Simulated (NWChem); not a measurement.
# C2H5BO (SMILES B1CCO1): levels of theory compared

Wanted: a comparison of 4 runs (SVWN5/def2-SVP, B3LYP/6-31G*, PBE/def2-SVP, CCSD(T)/def2-SVP) of C2H5BO. 

Program for the calculation: NWChem 7.3.0.

**1. The structure to begin with**

C2H5BO has 9 atoms, charge 0, and is taken as a singlet. SMILES: `B1CCO1`. The coordinates come from a PBE0-D4/def2-TZVP relaxation.

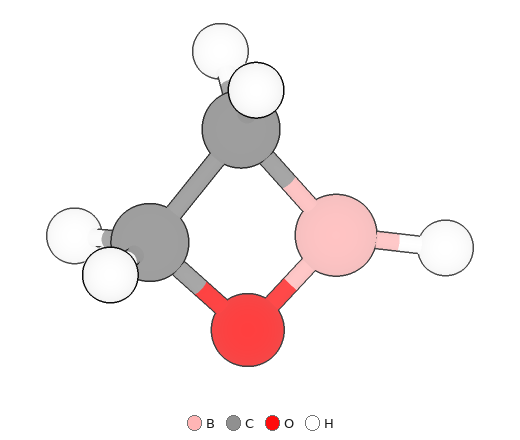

Viewed from a chosen angle; boron pink, carbon grey, oxygen red, hydrogen white.

**2. Energy and forces at SVWN5/def2-SVP (run 1)**

Contents of struct.nw:

```
start struct
title "C2H5BO"
memory total 2200 mb
charge 0

geometry units angstroms noautosym nocenter noautoz
  B     -0.402600     0.301700    -1.082000
  C      0.506000     0.617000     0.171000
  C     -0.098600    -0.719600     0.617700
  O     -0.884800    -0.878500    -0.596200
  H     -0.697000     0.772800    -2.139500
  H      0.236300     1.479000     0.782200
  H      1.586200     0.614100     0.021000
  H     -0.757600    -0.681300     1.487200
  H      0.600600    -1.551500     0.721500
end

basis spherical bse
  B library def2-SVP
  C library def2-SVP
  O library def2-SVP
  H library def2-SVP
end

dft
  xc slater vwn_5
  grid xfine
  convergence energy 1e-08
  maxiter 100
  mulliken
  print low
end

task dft gradient
```

The run is started by

```
$ nwchem struct.nw > struct.out
```

Output:

```text
[...]
 d= 0,ls=0.0,diis     1   -177.5263987052 -2.89D+02  1.78D-02  8.51D-01     1.7
[...]
 d= 0,ls=0.0,diis    11   -177.6079295584 -2.52D-09  2.26D-07  5.45D-10    11.0
         Total DFT energy =     -177.607929558391
      One electron energy =     -463.021567347989
           Coulomb energy =      197.453408420016
    Exchange-Corr. energy =      -23.752786289321
 Nuclear repulsion energy =      111.713015658904
[...]
                         DFT ENERGY GRADIENTS
    atom               coordinates                        gradient
                 x          y          z           x          y          z
   1 B      -0.760804   0.570130  -2.044684   -0.003218   0.005224  -0.011618
   2 C       0.956201   1.165961   0.323143    0.009928   0.012518   0.003342
   3 C      -0.186327  -1.359847   1.167284    0.002798  -0.011692   0.018235
   4 O      -1.672030  -1.660124  -1.126655   -0.002728  -0.001809  -0.002793
   5 H      -1.317139   1.460380  -4.043069    0.003092  -0.003745   0.009736
   6 H       0.446542   2.794905   1.478144    0.003147  -0.010226  -0.006442
   7 H       2.997483   1.160481   0.039684   -0.012279  -0.000336   0.002255
   8 H      -1.431656  -1.287470   2.810400    0.007666  -0.000123  -0.010885
   9 H       1.134969  -2.931910   1.363437   -0.008406   0.010190  -0.001829
 Task  times  cpu:       13.9s     wall:       13.9s
[...]
```

Wall time 15 s (1 thread of Intel Xeon 6975P-C (Granite Rapids), shared host); peak memory 0.14 GiB.

**3. Energy and gradient at B3LYP/6-31G(d) (spherical functions) (run 2)**

Contents of c2h5bo.nw:

```
start c2h5bo
title "C2H5BO B3LYP"
memory 2200 mb

geometry noautosym nocenter noautoz
   B    -0.402600    0.301700   -1.082000
   C     0.506000    0.617000    0.171000
   C    -0.098600   -0.719600    0.617700
   O    -0.884800   -0.878500   -0.596200
   H    -0.697000    0.772800   -2.139500
   H     0.236300    1.479000    0.782200
   H     1.586200    0.614100    0.021000
   H    -0.757600   -0.681300    1.487200
   H     0.600600   -1.551500    0.721500
end

basis spherical bse
   B library 6-31G*
   C library 6-31G*
   O library 6-31G*
   H library 6-31G*
end

dft
   xc b3lyp
   grid xfine
   convergence energy 1e-08
   maxiter 100
   mulliken
end

task dft gradient
```

The run is started by

```
$ nwchem c2h5bo.nw > c2h5bo.out
```

Output:

```text
[...]
          Wavefunction type:  closed shell.
          No. of atoms     :     9
          No. of electrons :    30
[...]
          Charge           :     0
          Spin multiplicity:     1
[...]
          AO basis - number of functions:    66
[...]
              XC Information
              --------------
                         B3LYP Method XC Potential
                     Hartree-Fock (Exact) Exchange  0.200
                        Slater Exchange Functional  0.800 local
                    Becke 1988 Exchange Functional  0.720 non-local
              Lee-Yang-Parr Correlation Functional  0.810
                  VWN I RPA Correlation Functional  0.190 local
[...]
 d= 0,ls=0.0,diis     1   -179.2304253532 -2.91D+02  1.48D-02  5.54D-01     2.6
[...]
 d= 0,ls=0.0,diis     8   -179.3023247599  1.51D-09  5.78D-06  3.19D-07    16.9
         Total DFT energy =     -179.302324759871
      One electron energy =     -463.474114046373
           Coulomb energy =      197.906178607558
    Exchange-Corr. energy =      -25.447404979960
 Nuclear repulsion energy =      111.713015658904
[...]
      Total Density - Mulliken Population Analysis
     ---------------------------------------------
    Atom       Charge   Shell Charges
 -----------   ------   -------------------------------------------------------
    1 B    5     4.65   2.00  0.56  1.41  0.35  0.24  0.09
    2 C    6     6.47   2.00  0.66  2.14  0.63  1.02  0.03
    3 C    6     6.05   2.00  0.69  2.03  0.53  0.73  0.06
    4 O    8     8.40   2.00  0.92  2.91  0.92  1.62  0.03
    5 H    1     1.04   0.52  0.52
    6 H    1     0.84   0.52  0.32
    7 H    1     0.84   0.52  0.32
    8 H    1     0.85   0.54  0.31
    9 H    1     0.85   0.54  0.31
[...]
  wavefunction    = closed shell
[...]
```

Wall time 23 s (1 thread of Intel Xeon 6975P-C (Granite Rapids), shared host); peak memory 0.14 GiB.

**4. Energy and gradient at PBE/def2-SVP (run 3)**

Contents of run.py:

```python
from ase import Atoms
from ase.calculators.nwchem import NWChem

molecule = Atoms(['B', 'C', 'C', 'O', 'H', 'H', 'H', 'H', 'H'], positions=[
    [-0.402600, 0.301700, -1.082000],
    [0.506000, 0.617000, 0.171000],
    [-0.098600, -0.719600, 0.617700],
    [-0.884800, -0.878500, -0.596200],
    [-0.697000, 0.772800, -2.139500],
    [0.236300, 1.479000, 0.782200],
    [1.586200, 0.614100, 0.021000],
    [-0.757600, -0.681300, 1.487200],
    [0.600600, -1.551500, 0.721500],
])

calc = NWChem(
    label='test',
    theory='dft',
    memory='2200 mb',
    basis='def2-SVP',
    basispar='spherical bse',
    dft={'xc': 'xpbe96 cpbe96', 'mult': '1', 'grid': 'xfine', 'convergence': 'energy 1e-08', 'iterations': '100', 'mulliken': None},
)
molecule.calc = calc

forces = molecule.get_forces()
print(f"energy = {molecule.get_potential_energy():.6f} eV")
print("forces (eV/A):")
for s, f in zip(molecule.symbols, forces):
    print(f"{s:2s} {f[0]:10.5f} {f[1]:10.5f} {f[2]:10.5f}")
print("dipole (e A):", molecule.get_dipole_moment().round(4))
```

The run is started by

```
$ export ASE_NWCHEM_COMMAND="nwchem PREFIX.nwi > PREFIX.nwo"
$ python run.py
```

Output:

```text
energy = -4869.086640 eV
forces (eV/A):
B     0.13514    0.16213    0.05425
C    -0.09991   -0.11524   -0.04417
C     0.03728    0.24832   -0.21525
O    -0.42619   -0.48491   -0.20445
H    -0.13498    0.17766   -0.44100
H    -0.12948    0.48280    0.31434
H     0.58338    0.02566   -0.08757
H    -0.35152   -0.01147    0.51977
H     0.38628   -0.48496    0.10408
dipole (e A): [0.2067 0.0647 0.2931]
```

The calculator wrote test.nwi:

```
title "test"

permanent_dir test

scratch_dir test

start test

geometry units angstrom nocenter noautosym noautoz
  B  -4.0260000000000001e-01 3.0170000000000002e-01 -1.0820000000000001e+00
  C  5.0600000000000001e-01 6.1699999999999999e-01 1.7100000000000001e-01
  C  -9.8599999999999993e-02 -7.1960000000000002e-01 6.1770000000000003e-01
  O  -8.8480000000000003e-01 -8.7849999999999995e-01 -5.9619999999999995e-01
  H  -6.9699999999999995e-01 7.7280000000000004e-01 -2.1395000000000000e+00
  H  2.3630000000000001e-01 1.4790000000000001e+00 7.8220000000000001e-01
  H  1.5862000000000001e+00 6.1409999999999998e-01 2.1000000000000001e-02
  H  -7.5760000000000005e-01 -6.8130000000000002e-01 1.4872000000000001e+00
  H  6.0060000000000002e-01 -1.5515000000000001e+00 7.2150000000000003e-01
end

memory 2200 mb

basis spherical bse noprint
   * library def2-SVP
end

dft
  xc xpbe96 cpbe96
  mult 1
  grid xfine
  convergence energy 1e-08
  iterations 100
  mulliken
end

task dft gradient
```

test.nwo:

```text
Northwest Computational Chemistry Package (NWChem) 7.3.0
             --------------------------------------------------------

           Job information
           ---------------

    nwchem branch   = 7.3.0
    use scalapack   = T
    input           = test.nwi
    prefix          = test.
    data base       = test/test.db
    status          = startup
    nproc           =        1

           Memory information
           ------------------

[... 5 lines left out ...]
    hardfail = no
[... 112 lines left out ...]
  convergence criterion.
[... 40 lines left out ...]
          Spatial weights used:  Erf1
[... 32 lines left out ...]
 1-e energy   =    -459.636522
[... 44 lines left out ...]
           Coulomb energy =      197.567427635505
[... 640 lines left out ...]
          Convergence on density requested:  1.00D-05
[... 26 lines left out ...]
          total energy or number of iterations.
[... 36 lines left out ...]
                 ----------------------------------------
                 |  Time  |  1-e(secs)   |  2-e(secs)   |
                 ----------------------------------------
                 |  CPU   |       0.00   |       1.30   |
                 ----------------------------------------
                 |  WALL  |       0.00   |       1.30   |
                 ----------------------------------------

 Task  times  cpu:       33.6s     wall:       33.6s
 Total times  cpu:       33.6s     wall:       33.6s
```

Wall time 36 s (1 thread of Intel Xeon 6975P-C (Granite Rapids), shared host); peak memory 0.14 GiB.

**5. A single-point energy at CCSD(T)/def2-SVP (run 4)**

Contents of input.nw:

```
START input
TITLE "C2H5BO ccsd(t)"
memory stack 880 mb heap 220 mb global 1100 mb
GEOMETRY units bohr noautosym nocenter noautoz
 B     -0.76080374     0.57013037    -2.04468367
 C      0.95620142     1.16596102     0.32314317
 C     -0.18632700    -1.35984692     1.16728383
 O     -1.67202968    -1.66012440    -1.12665472
 H     -1.31713911     1.46038035    -4.04306904
 H      0.44654228     2.79490494     1.47814377
 H      2.99748358     1.16048081     0.03968425
 H     -1.43165651    -1.28747041     2.81040069
 H      1.13496951    -2.93191008     1.36343740
END
BASIS "ao basis" spherical bse
 * library def2-SVP
END
SCF
 singlet
 rhf
 thresh 1e-08
 maxiter 80
END
CCSD
 freeze core 4
 maxiter 60
END
TASK ccsd(t) energy
```

The run is started by

```
$ nwchem input.nw > input.out
```

Output:

```text
[...]
  functions       =    81
[...]
  wavefunction    = RHF
[...]
         Total SCF energy =   -178.067296840027
      One-electron energy =   -462.788974330815
      Two-electron energy =    173.008669957709
 Nuclear repulsion energy =    111.713007533079
        Time for solution =      6.4s
[...]
 Total MP2 energy:           -178.608630497595300
[...]
             energy      energy      error      ampl     ampl      Block
                                                time     time      time
[...]
 Total CCSD energy:           -178.646441231852378
[...]
 Total CCSD+T(CCSD) energy:           -178.665187240084038
[...]
 Total CCSD(T) energy:                -178.663937392504920
[...]
```

Wall time 62 s (1 thread of Intel Xeon 6975P-C (Granite Rapids), shared host); peak memory 0.22 GiB.

**6. All runs side by side**

| run | level | task | integration grid | energy (Eh) | largest force (eV/Å) | wall time |
| --- | --- | --- | --- | --- | --- | --- |
| 1 | SVWN5/def2-SVP | gradient | xfine | -177.607930 | 1.123 | 15 s |
| 2 | B3LYP/6-31G* (spherical functions) | gradient | xfine | -179.302325 | 0.438 | 23 s |
| 3 | PBE/def2-SVP | gradient | xfine | -178.935635 | 0.677 | 36 s |
| 4 | CCSD(T)/def2-SVP | energy | – | -178.663937 | – | 62 s |

**7. What came out**

| quantity | value |
| --- | --- |
| run 4: total energy | -178.66394 Eh |
| run 4: HOMO energy (Hartree–Fock orbitals) | -11.76 eV |
| run 4: LUMO energy (Hartree–Fock orbitals) | 3.80 eV |
| run 4: HOMO–LUMO gap (Hartree–Fock orbitals) | 15.56 eV |
| run 4: correlation energy (4 core orbitals frozen) | -596.6 mEh |
| run 4: (T) correction | -17.50 mEh |

Totals of different functionals can't be ranked against each other. All runs together took 2.3 min, the longest 62 s.
